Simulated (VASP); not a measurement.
Band structure of Ge (diamond). Level of theory: PBE GGA, VASP's PBE PAW potentials (set 64) (plane waves; VASP).

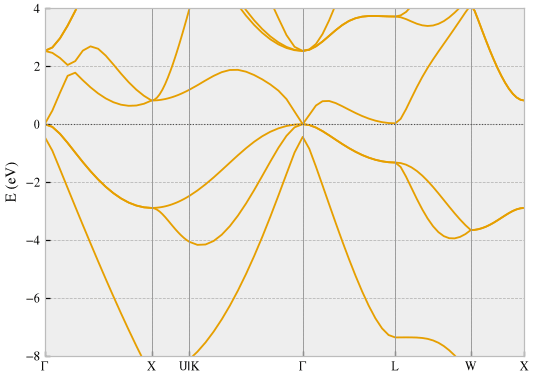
Fig. 1. Bands along high-symmetry lines, zero at the valence-band maximum or, without a gap, the Fermi level

**Question.** Read the plot: is there a gap, and where are the band edges?

**Answer.** It has no gap at this level: it comes out as a metal or semimetal. (Edges off the drawn lines would not show.)

Measured: gap 0.79 eV (computed value off by -0.79 eV), as given by Anna Miglio et al., npj Computational Materials (2020), arXiv:2011.12765 [measured zero-point renormalisation of 52 meV added back].

The compound is Ge in the diamond structure. It was relaxed first, which changed the volume by +5 %.
